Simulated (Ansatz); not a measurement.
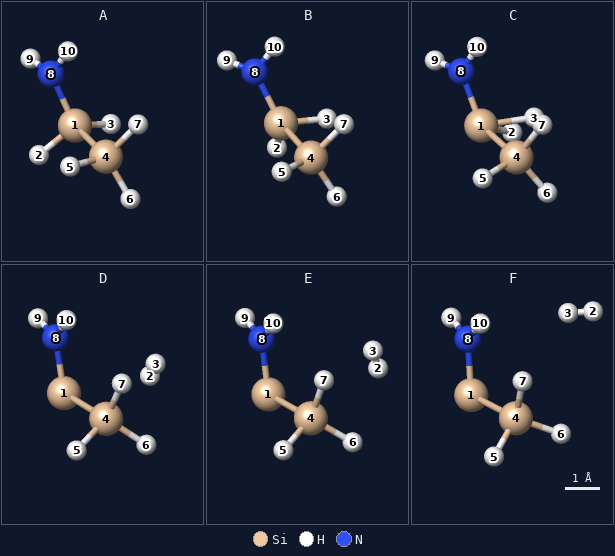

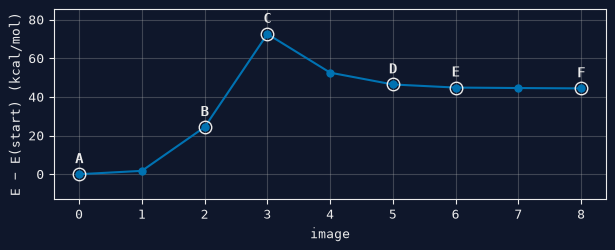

A nudged-elastic-band calculation for Si2NH7. Images are numbered from 0 (start) to 8 (end). Frames A to F are images 0, 2, 3, 5, 6, 8. A ball-and-stick model, seen from a free direction.

These are results of Ansatz 0.2.0, RHF/def2-SVP, not measurements. Run with 7 movable images; climbing image; force threshold 0.05 eV/Å; iteration limit 60; starting path through a guess of the saddle point.

Read off the barrier and say what moves.

Answer. Breaking: Si1–H2 (1.48 → 1.54 at the top → 4.45 Å), Si1–H3 (1.49 → 1.66 at the top → 3.82 Å). Forming: H2–H3 (2.38 → 1.08 at the top → 0.75 Å). Forward barrier 72.6 kcal/mol, backward barrier 28.2 kcal/mol, with image 3 at the top; the reaction energy is +44.4 kcal/mol. The band converged in 47 iterations, with a climbing image at the top. At the top, the vibrational analysis gives one imaginary mode (1453i cm⁻¹), as a transition state must have.

Limits of the set-up: Hartree-Fock leaves out electron correlation.

Cost: 5.7 min on 1 thread of Arm Neoverse V2, with other jobs on the host, peak memory 0.14 GiB.
